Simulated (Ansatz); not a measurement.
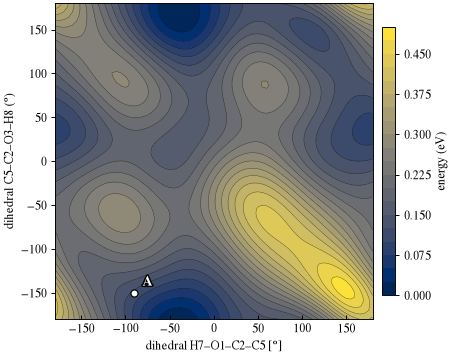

C₂H₂FNO₂, SMILES OC1(O)N=C1F. The first coordinate is: dihedral H7–O1–C2–C5; the second: dihedral C5–C2–O3–H8. Nothing is relaxed (all other coordinates rigid). The scan uses a 12 × 12 grid. All energies are given in eV relative to the relaxed molecule at the same level. The calculation used RKS PBE0-D4/def2-SVP in Ansatz 0.2.0.

Drawn: filled contours, the point A. Between grid points the surface is interpolated.

Which way does the force act at A, and how strong is it?

A, at dihedral H7–O1–C2–C5 = −90°, dihedral C5–C2–O3–H8 = −150°, is not a stationary point. The computed force is 0.0014 eV for each degree towards larger values of dihedral H7–O1–C2–C5 and 0.0018 eV for each degree towards smaller values of dihedral C5–C2–O3–H8.
